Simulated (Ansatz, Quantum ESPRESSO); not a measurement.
**Ca (Fm-3m): electron–phonon coupling with Quantum ESPRESSO**

Aim: mode couplings and λ of Ca (Fm-3m) by double-delta sums in Quantum ESPRESSO.

Calculated with Ansatz 0.2.0 and Quantum ESPRESSO 7.5; DFT PBE, scalar-relativistic, plane waves, PAW, in the first sound run; inputs show where later runs differ.

## 1. Set-up

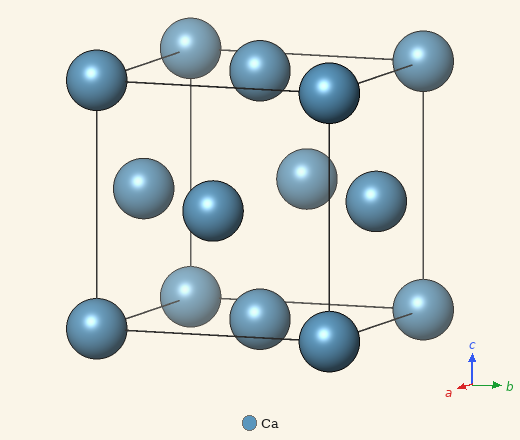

Start, viewed slightly off an axis; calcium blue. This picture shows the conventional cell, with its axes. Some periodic images of atoms are drawn too.

As a file:

```cif
data_structure
_symmetry_space_group_name_H-M 'Fm-3m'
_symmetry_Int_Tables_number 225
_cell_length_a 5.5884
_cell_length_b 5.5884
_cell_length_c 5.5884
_cell_angle_alpha 90.000
_cell_angle_beta 90.000
_cell_angle_gamma 90.000
_cell_volume 174.53
loop_
_atom_site_label
_atom_site_type_symbol
_atom_site_symmetry_multiplicity
_atom_site_Wyckoff_symbol
_atom_site_fract_x
_atom_site_fract_y
_atom_site_fract_z
_atom_site_occupancy
Ca1 Ca 4 a 0.00000 0.00000 0.00000 1
```

## 2. Relaxing cell and atoms

Lattice constant and positions set the bands and the force constants, so the cell is relaxed first.

The input, input.yaml:

```yaml
crystal:
  lattice:
    - [0.0, 2.7942, 2.7942]
    - [2.7942, 0.0, 2.7942]
    - [2.7942, 2.7942, 0.0]
  atoms:
    - { symbol: Ca, position: [0.0, 0.0, 0.0] }
kpoints:
  mp_grid: { grid: [10, 10, 10] }
hamiltonian:
  xc: pbe
scf:
  occupations: { method: gaussian, width: 0.1 }
output:
  forces: true
  stress: true
  eigenvalues: true
relax:
  adjacent_minimum: "off"
  f_tol: 0.005
  max_steps: 80
  cell: { stress_tol: 0.05 }
```

Started as:

```bash
$ ansatz run input.yaml --threads 4 --pin off --max-ram 8192MiB --backend cpu --events-out ev --progress --plain --runs-dir out
```

Numbers of over 12 decimals in the logs are rounded to 6 here.

Output:

```text
[the first part of the log is left out]
  E_local      = -848.097770  (includes V_loc(G=0)·N_el)
  E_nonlocal   = 63.648509
  E_hartree    = 283.790351
  E_xc         = -135.888245
  E_vxc        = -169.375138  (∫ρ·V_xc dr)
  E_paw        = -858.240645  (= ΣΔE_a)
  E_vpaw       = -64.464549  (= ΣTr[D̂ρ^β])
  E_aug_tail   = -0.000006  (compensation charges beyond the density's cutoff)
  E_ewald      = -597.561903
  E_smearing   = -0.006419  (= −TS)
  E_closure    = 0.000000  (closes the sum)
  Σ components = -1816.864958   (vs F -1816.864958, Δ=0.00e0)
--- Forces (eV/Å), atoms counted from 1 ---
  atom   1  Ca     0.00000000     0.00000000    -0.00000000
  max |Σ_I F_I| component: 6.16e-32 eV/Å
--- Stress (GPa, compression-positive) ---
        0.013652       0.000000       0.000000
        0.000000       0.013652      -0.000000
        0.000000       0.000000       0.013652
  P = ⅓ Tr σ = 0.0137 GPa (0.137 kbar)
--- Band table (eV; the first three rows and the last of 47) ---
  k-point 0: bands = ["-37.0803", "-17.9959", "-17.9959", "-17.9959", "0.9287", "7.2855", "7.2855", "7.2855", "8.3533"]
  k-point 1: bands = ["-37.0790", "-18.0093", "-17.9978", "-17.9978", "1.0992", "7.1045", "7.3478", "7.3478", "8.3008"]
  k-point 2: bands = ["-37.0756", "-18.0442", "-18.0026", "-18.0026", "1.5939", "6.6516", "7.4357", "7.4357", "8.2777"]
  k-point 46: bands = ["-37.0622", "-18.0987", "-18.0741", "-18.0476", "5.0630", "5.5966", "5.7105", "7.6744", "9.2227"]
--- Relaxed structure (3 steps of the walk, 3 accepted, 1 SCFs on fresh bases) ---
  F+E_penalty+E_count = -1816.86495771 eV   max|allowed force component| = 0.000e0 eV/Å   (the final SCF, on the basis selected at the relaxed cell)
  cell:  # Å, volume = 42.1440 Å³
    - [0, 2.762073, 2.762073]
    - [2.762073, 0, 2.762073]
    - [2.762073, 2.762073, 0]
  atoms:
    - { symbol: Ca, position: [0.0, 0.0, 0.0] }
```

Wall time 2.7 s (4 threads of Arm Neoverse N1, shared host); peak memory 0.29 GiB.

Relaxation path:

```
step  energy less that of the first step (eV)  largest force component (eV/Å)  pressure (GPa)  volume (Å³)
   1                                   0.0000                          0.0000           -0.56        43.63
   2                                  -0.0018                          0.0000           -0.33        43.00
   3                                  -0.0027                          0.0000            0.01        42.14
   4                                  -0.0026                          0.0000            0.01        42.14
```

The log counts 1 steps on a newly chosen plane-wave basis, not all of them marked here; energy and pressure can jump at such steps.

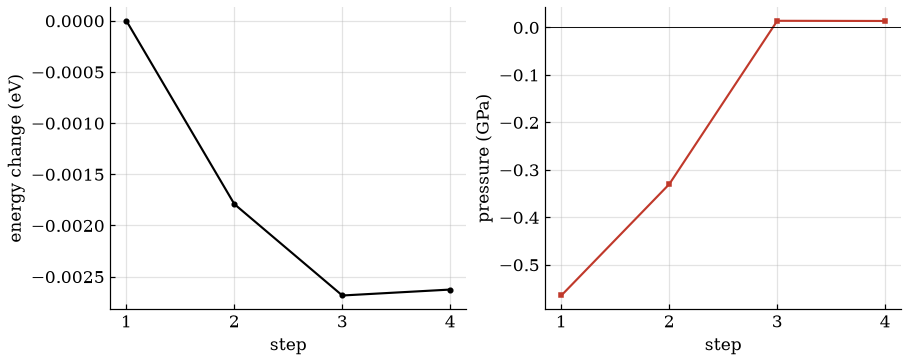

Energy and pressure along the relaxation.

```
conventional cell, symmetrised  before  after  change
                         a (Å)   5.588  5.524  -1.1 %
                         b (Å)   5.588  5.524  -1.1 %
                         c (Å)   5.588  5.524  -1.1 %
              volume (Å³/atom)   43.63  42.14  -3.4 %
```

The relaxed structure:

```xyz
1
Lattice="0.0000 2.7621 2.7621 2.7621 0.0000 2.7621 2.7621 2.7621 0.0000" Properties=species:S:1:pos:R:3 pbc="T T T"
Ca    0.0000    0.0000    0.0000
```

Numbers from this step:

| Item | Value |
| --- | --- |
| pressure | 0.01365 GPa |
| volume per atom | 42.14 Å³ |
| metallic on mesh | yes |
| gap on the k-mesh | 0 eV |

The largest force is now zero by symmetry and the largest stress component 0.014 GPa.

## 3. Ground state with pw.x

ph.x needs a tightly converged ground state on the same k mesh; the cell is that of the step before.

This step: DFT PBE, scalar-relativistic, plane waves, GBRV ultrasoft pseudopotentials (Quantum ESPRESSO 7.5).

The input, pw.in:

```
&CONTROL
  calculation = 'scf'
  prefix      = 'x'
  outdir      = './tmp'
  pseudo_dir  = './pseudo'
  tprnfor     = .true.
  tstress     = .true.
/
&SYSTEM
  ibrav       = 0
  nat         = 1
  ntyp        = 1
  ecutwfc     = 45.0
  ecutrho     = 360.0
  occupations = 'smearing'
  smearing    = 'fd'
  degauss     = 0.00734986
  nbnd        = 12
/
&ELECTRONS
  conv_thr    = 1.0d-11
  mixing_beta = 0.5
/
ATOMIC_SPECIES
 Ca     40.0780  Ca.upf
CELL_PARAMETERS angstrom
     0.000000000    2.762073190    2.762073190
     2.762073190    0.000000000    2.762073190
     2.762073190    2.762073190    0.000000000
ATOMIC_POSITIONS crystal
 Ca     0.000000000   0.000000000   0.000000000
K_POINTS automatic
 10 10 10 0 0 0
```

Started as:

```bash
$ OMP_NUM_THREADS=1 mpirun -n 4 pw.x -nk 4 -in pw.in > pw.x.log
```

Output:

```text
Program PWSCF v.7.5

     This program is part of the open-source Quantum ESPRESSO suite
     for quantum simulation of materials; please cite
         "P. Giannozzi et al., J. Phys.:Condens. Matter 21 395502 (2009);
         "P. Giannozzi et al., J. Phys.:Condens. Matter 29 465901 (2017);
         "P. Giannozzi et al., J. Chem. Phys. 152 154105 (2020);
     in publications or presentations arising from this work. More details at

     Message from routine setup:
     using ibrav=0 with symmetry is DISCOURAGED, use correct ibrav instead

     G-vector sticks info
     --------------------
     sticks:   dense  smooth     PW     G-vecs:    dense   smooth      PW
     Sum        1357     673    211                32743    11575    1989

     Using Slab Decomposition

     bravais-lattice index     =            0
     lattice parameter (alat)  =       7.3816  a.u.
     unit-cell volume          =     284.4017 (a.u.)^3
     number of atoms/cell      =            1
     number of atomic types    =            1
     number of electrons       =        10.00
     number of Kohn-Sham states=           12
     kinetic-energy cutoff     =      45.0000  Ry
     charge density cutoff     =     360.0000  Ry
     scf convergence threshold =      1.0E-11
     mixing beta               =       0.5000
     number of iterations used =            8  plain     mixing
     Exchange-correlation= SLA  PW   PBE  PBE
                           (   1   4   3   4   0   0   0)

     celldm(1)=   7.381575  celldm(2)=   0.000000  celldm(3)=   0.000000
     celldm(4)=   0.000000  celldm(5)=   0.000000  celldm(6)=   0.000000

     crystal axes: (cart. coord. in units of alat)
               a(1) = (   0.000000   0.707107   0.707107 )
               a(2) = (   0.707107   0.000000   0.707107 )
               a(3) = (   0.707107   0.707107   0.000000 )

     reciprocal axes: (cart. coord. in units 2 pi/alat)
               b(1) = ( -0.707107  0.707107  0.707107 )
               b(2) = (  0.707107 -0.707107  0.707107 )
               b(3) = (  0.707107  0.707107 -0.707107 )

     PseudoPot. # 1 for Ca read from file:
     ./pseudo/Ca.upf
     Pseudo is Ultrasoft + core correction, Zval = 10.0
     Using radial grid of  845 points,  6 beta functions with:
                l(1) =   0
                l(2) =   0
                l(3) =   1
                l(4) =   1
                l(5) =   2
                l(6) =   2
     Q(r) pseudized with  8 coefficients,  rinner =    1.500   1.500   1.500
                                                       1.500   1.500

     atomic species   valence    mass     pseudopotential
     Ca               10.00    40.07800     Ca( 1.00)

     48 Sym. Ops., with inversion, found

   Cartesian axes

     site n.     atom                  positions (alat units)
         1        Ca     tau(   1) = (   0.0000000   0.0000000   0.0000000  )

     number of k points=    47  Fermi-Dirac smearing, width (Ry)=  0.0073
                       cart. coord. in units 2pi/alat
        k(    1) = (   0.0000000   0.0000000   0.0000000), wk =   0.0020000
        k(    2) = (   0.0707107   0.0707107  -0.0707107), wk =   0.0160000
        k(    3) = (   0.1414214   0.1414214  -0.1414214), wk =   0.0160000
        k(    4) = (   0.2121320   0.2121320  -0.2121320), wk =   0.0160000
        k(    5) = (   0.2828427   0.2828427  -0.2828427), wk =   0.0160000
        k(    6) = (  -0.3535534  -0.3535534   0.3535534), wk =   0.0080000
        k(    7) = (   0.1414214  -0.0000000   0.0000000), wk =   0.0120000
        k(    8) = (   0.2121320   0.0707107  -0.0707107), wk =   0.0480000
        k(    9) = (   0.2828427   0.1414214  -0.1414214), wk =   0.0480000
        k(   10) = (   0.3535534   0.2121320  -0.2121320), wk =   0.0480000
        k(   11) = (  -0.2828427  -0.4242641   0.4242641), wk =   0.0480000
        k(   12) = (  -0.2121320  -0.3535534   0.3535534), wk =   0.0480000
        k(   13) = (  -0.1414214  -0.2828427   0.2828427), wk =   0.0480000
        k(   14) = (  -0.0707107  -0.2121320   0.2121320), wk =   0.0480000
        k(   15) = (   0.0000000  -0.1414214   0.1414214), wk =   0.0240000
        k(   16) = (   0.2828427  -0.0000000   0.0000000), wk =   0.0120000
[...]
k(   40) = (   0.0000000  -0.2828427   0.4242641), wk =   0.0480000
        k(   41) = (  -0.1414214  -0.5656854   0.7071068), wk =   0.0480000
        k(   42) = (  -0.0707107  -0.4949747   0.6363961), wk =   0.0960000
        k(   43) = (   0.0000000  -0.4242641   0.5656854), wk =   0.0480000
        k(   44) = (  -0.7071068   0.1414214   0.0000000), wk =   0.0240000
        k(   45) = (  -0.1414214  -0.4242641   0.7071068), wk =   0.0480000
        k(   46) = (  -0.0707107  -0.3535534   0.6363961), wk =   0.0480000
        k(   47) = (  -0.7071068   0.2828427   0.0000000), wk =   0.0240000

     Dense  grid:    32743 G-vectors     FFT dimensions: (  45,  45,  45)

     Smooth grid:    11575 G-vectors     FFT dimensions: (  32,  32,  32)

     Initial potential from superposition of free atoms

     starting charge       9.9945, renormalised to      10.0000
     Starting wfcs are   10 randomized atomic wfcs +    2 random wfcs

     per-process dynamical memory:    23.8 Mb

     Self-consistent Calculation

     iteration #  1     ecut=    45.00 Ry     beta= 0.50
     Davidson diagonalization with overlap
     ethr =  1.00E-02,  avg # of iterations =  3.8

     Threshold (ethr) on eigenvalues was too large:
     Diagonalizing with lowered threshold

     Davidson diagonalization with overlap
     ethr =  1.58E-05,  avg # of iterations =  6.0

     total energy              =     -74.92636283 Ry
     estimated scf accuracy    <       0.00151322 Ry

     iteration #  2     ecut=    45.00 Ry     beta= 0.50
     Davidson diagonalization with overlap
     ethr =  1.51E-05,  avg # of iterations =  1.1

     total energy              =     -74.92657710 Ry
     estimated scf accuracy    <       0.00031300 Ry

     iteration #  3     ecut=    45.00 Ry     beta= 0.50
     Davidson diagonalization with overlap
     ethr =  3.13E-06,  avg # of iterations =  1.8

     total energy              =     -74.92659554 Ry
     estimated scf accuracy    <       0.00002099 Ry

     iteration #  4     ecut=    45.00 Ry     beta= 0.50
     Davidson diagonalization with overlap
     ethr =  2.10E-07,  avg # of iterations =  1.9

     total energy              =     -74.92659661 Ry
     estimated scf accuracy    <       0.00000006 Ry

     iteration #  5     ecut=    45.00 Ry     beta= 0.50
     Davidson diagonalization with overlap
     ethr =  6.34E-10,  avg # of iterations =  2.5

     total energy              =     -74.92659664 Ry
     estimated scf accuracy    <          7.4E-09 Ry

     iteration #  6     ecut=    45.00 Ry     beta= 0.50
     Davidson diagonalization with overlap
     ethr =  7.40E-11,  avg # of iterations =  2.0

     total energy              =     -74.92659665 Ry
     estimated scf accuracy    <          1.9E-10 Ry

     iteration #  7     ecut=    45.00 Ry     beta= 0.50
     Davidson diagonalization with overlap
     ethr =  1.89E-12,  avg # of iterations =  2.3

     End of self-consistent calculation

          k = 0.0000 0.0000 0.0000 (  1459 PWs)   bands (ev):

   -37.0101 -17.9242 -17.9242 -17.9242   0.9925   7.3572   7.3572   7.3572
     8.4273   8.4273  14.1066  16.1172

          k = 0.0707 0.0707-0.0707 (  1441 PWs)   bands (ev):

   -37.0088 -17.9376 -17.9260 -17.9260   1.1630   7.1756   7.4194   7.4194
     8.3747   8.3747  14.2834  14.9914

          k = 0.1414 0.1414-0.1414 (  1429 PWs)   bands (ev):

   -37.0054 -17.9725 -17.9308 -17.9308   1.6577   6.7213   7.5075   7.5075
     8.3512   8.3512  13.1897  14.6819

          k = 0.2121 0.2121-0.2121 (  1438 PWs)   bands (ev):

   -37.0012 -18.0152 -17.9367 -17.9367   2.4231   6.1263   7.4340   7.4340
     8.5898   8.5898  11.7080  14.3188

          k = 0.2828 0.2828-0.2828 (  1435 PWs)   bands (ev):

   -36.9978 -18.0494 -17.9415 -17.9415   3.3494   5.4294   7.2994   7.2994
     8.9444   8.9444  10.6325  13.8092

          k =-0.3536-0.3536 0.3536 (  1458 PWs)   bands (ev):

   -36.9965 -18.0624 -17.9434 -17.9434   4.0342   4.8537   7.2423   7.2423
     9.1129   9.1129  10.2320  13.6090

          k = 0.1414-0.0000 0.0000 (  1443 PWs)   bands (ev):

   -37.0084 -17.9372 -17.9290 -17.9290   1.2195   7.1278   7.4473   7.4473
     8.2019   8.4867  14.3972  15.3939

          k = 0.2121 0.0707-0.0707 (  1435 PWs)   bands (ev):

   -37.0057 -17.9631 -17.9348 -17.9326   1.6054   6.7972   7.5255   7.5527
     8.0360   8.5385  13.8301  14.7501

          k = 0.2828 0.1414-0.1414 (  1444 PWs)   bands (ev):

   -37.0018 -18.0020 -17.9411 -17.9386   2.2813   6.3029   7.3554   7.5570
     8.2655   8.7194  12.2316  14.9757

          k = 0.3536 0.2121-0.2121 (  1448 PWs)   bands (ev):

   -36.9981 -18.0376 -17.9458 -17.9455   3.1641   5.6847   7.1512   7.4445
     8.7178   9.0084  10.9125  14.0597

          k =-0.2828-0.4243 0.4243 (  1455 PWs)   bands (ev):

   -36.9961 -18.0568 -17.9514 -17.9464   4.0548   4.9820   7.0600   7.3545
     9.1179   9.1227  10.2049  13.7310

          k =-0.2121-0.3536 0.3536 (  1455 PWs)   bands (ev):

   -36.9965 -18.0525 -17.9532 -17.9434   3.7856   5.2183   7.0692   7.3666
     8.8984   9.2206  10.3714  13.6945

          k =-0.1414-0.2828 0.2828 (  1441 PWs)   bands (ev):

   -36.9992 -18.0265 -17.9503 -17.9376   2.8553   5.9232   7.1796   7.4926
     8.4696   8.9945  11.3192  13.9014

          k =-0.0707-0.2121 0.2121 (  1446 PWs)   bands (ev):

   -37.0032 -17.9888 -17.9434 -17.9314   2.0278   6.4969   7.3524   7.6459
     8.1073   8.6651  12.7312  14.1885

          k = 0.0000-0.1414 0.1414 (  1438 PWs)   bands (ev):

   -37.0068 -17.9548 -17.9341 -17.9269   1.4415   6.9330   7.4410   7.5406
     8.1680   8.4685  14.1900  14.3746

          k = 0.2828-0.0000 0.0000 (  1463 PWs)   bands (ev):

   -37.0039 -17.9708 -17.9417 -17.9417   1.8734   6.6127   7.6062   7.7262
     7.7262   8.6472  14.5023  14.5023

          k = 0.3536 0.0707-0.0707 (  1444 PWs)   bands (ev):

[...]
k = 0.4243 0.1414-0.1414 (  1447 PWs)   bands (ev):

[...]
k =-0.2121-0.4950 0.4950 (  1452 PWs)   bands (ev):

[...]
k =-0.1414-0.4243 0.4243 (  1467 PWs)   bands (ev):

[...]
k =-0.0707-0.3536 0.3536 (  1453 PWs)   bands (ev):

[...]
k = 0.0000-0.2828 0.2828 (  1432 PWs)   bands (ev):

[...]
k = 0.4243 0.0000-0.0000 (  1443 PWs)   bands (ev):

[...]
k = 0.4950 0.0707-0.0707 (  1449 PWs)   bands (ev):

[...]
k =-0.1414-0.5657 0.5657 (  1460 PWs)   bands (ev):

[...]
k =-0.0707-0.4950 0.4950 (  1458 PWs)   bands (ev):

[...]
k =-0.0000-0.4243 0.4243 (  1458 PWs)   bands (ev):

[...]
k = 0.5657-0.0000 0.0000 (  1451 PWs)   bands (ev):

[...]
k =-0.0707-0.6364 0.6364 (  1451 PWs)   bands (ev):

[...]
k = 0.0000-0.5657 0.5657 (  1450 PWs)   bands (ev):

[...]
k =-0.7071 0.0000 0.0000 (  1428 PWs)   bands (ev):

[...]
k = 0.2828 0.1414 0.0000 (  1445 PWs)   bands (ev):

[...]
k = 0.3536 0.2121-0.0707 (  1444 PWs)   bands (ev):

[...]
k =-0.2828-0.4243 0.5657 (  1447 PWs)   bands (ev):

[...]
k =-0.2121-0.3536 0.4950 (  1452 PWs)   bands (ev):

[...]
k = 0.4243 0.1414-0.0000 (  1443 PWs)   bands (ev):

[...]
k =-0.2121-0.4950 0.6364 (  1460 PWs)   bands (ev):

[...]
k =-0.1414-0.4243 0.5657 (  1455 PWs)   bands (ev):

[...]
k =-0.0707-0.3536 0.4950 (  1454 PWs)   bands (ev):

[...]
k = 0.0000-0.2828 0.4243 (  1459 PWs)   bands (ev):

   -36.9961 -18.0244 -17.9815 -17.9482   3.5833   5.9491   6.4228   7.8425
     8.4002   9.3759  11.3190  11.9810

          k =-0.1414-0.5657 0.7071 (  1453 PWs)   bands (ev):

   -36.9936 -18.0390 -17.9774 -17.9688   4.1358   5.7241   6.1948   8.4535
     8.8673   9.3226  11.0134  11.5489

          k =-0.0707-0.4950 0.6364 (  1459 PWs)   bands (ev):

   -36.9925 -18.0363 -17.9933 -17.9702   4.8003   5.5644   5.9588   8.1674
     9.1167   9.6930  10.0438  11.3252

          k = 0.0000-0.4243 0.5657 (  1455 PWs)   bands (ev):

   -36.9926 -18.0204 -18.0131 -17.9646   5.0385   5.5377   5.7969   7.9239
     8.9887   9.4672  10.4180  11.0551

          k =-0.7071 0.1414 0.0000 (  1448 PWs)   bands (ev):

   -36.9920 -18.0469 -17.9825 -17.9752   4.7442   5.6099   5.9147   8.6099
     9.2956   9.4868  10.4583  10.9196

          k =-0.1414-0.4243 0.7071 (  1452 PWs)   bands (ev):

   -36.9932 -18.0286 -17.9967 -17.9661   4.5860   5.7401   5.9538   7.9029
     8.9154   9.5547  10.7523  11.0431

          k =-0.0707-0.3536 0.6364 (  1450 PWs)   bands (ev):

   -36.9925 -18.0221 -18.0080 -17.9701   5.1169   5.4574   5.9080   7.7204
     9.0828   9.9212  10.0385  11.0895

          k =-0.7071 0.2828 0.0000 (  1446 PWs)   bands (ev):

   -36.9920 -18.0270 -18.0024 -17.9759   5.1298   5.6641   5.7765   7.7443
     9.2968   9.9602  10.3018  10.5059

     the Fermi energy is     5.0235 ev

!    total energy              =     -74.92659665 Ry
     estimated scf accuracy    <          7.3E-12 Ry
     smearing contrib. (-TS)   =      -0.00290013 Ry
     internal energy E=F+TS    =     -74.92369652 Ry

     The total energy is F=E-TS. E is the sum of the following terms:
     one-electron contribution =     -39.14545757 Ry
     hartree contribution      =      19.92518042 Ry
     xc contribution           =     -11.78342961 Ry
     ewald contribution        =     -43.91998977 Ry

     convergence has been achieved in   7 iterations

     Forces acting on atoms (cartesian axes, Ry/au):

     atom    1 type  1   force =     0.00000000    0.00000000    0.00000000

     Total force =     0.000000     Total SCF correction =     0.000000

     Computing stress (Cartesian axis) and pressure

          total   stress  (Ry/bohr**3)                   (kbar)     P=        0.06
   0.00000042  -0.00000000  -0.00000000            0.06       -0.00       -0.00
   0.00000000   0.00000042  -0.00000000            0.00        0.06       -0.00
  -0.00000000  -0.00000000   0.00000042           -0.00       -0.00        0.06

     Writing all to output data dir ./tmp/x.save/ :
     XML data file, charge density, pseudopotentials, collected wavefunctions

   JOB DONE.
```

Wall time 5.8 s (4 MPI ranks); 23 s of CPU time.

Numbers from this step:

| Item | Value |
| --- | --- |
| pressure | 0.006000 GPa |

With these potentials, mesh and smearing the cell is at 0.0060 GPa.

(Continued in part 2 of 4.)

[Logs are printed without paths, hosts, clocks, repeated set-up lines and the standing remarks that a program may print on its own settings, such as how far it seeks lower states.]

[Hosts, paths, dates, database ids (printed as entryN), source tags and the programs' standing remarks are cut or masked in the printed files.]
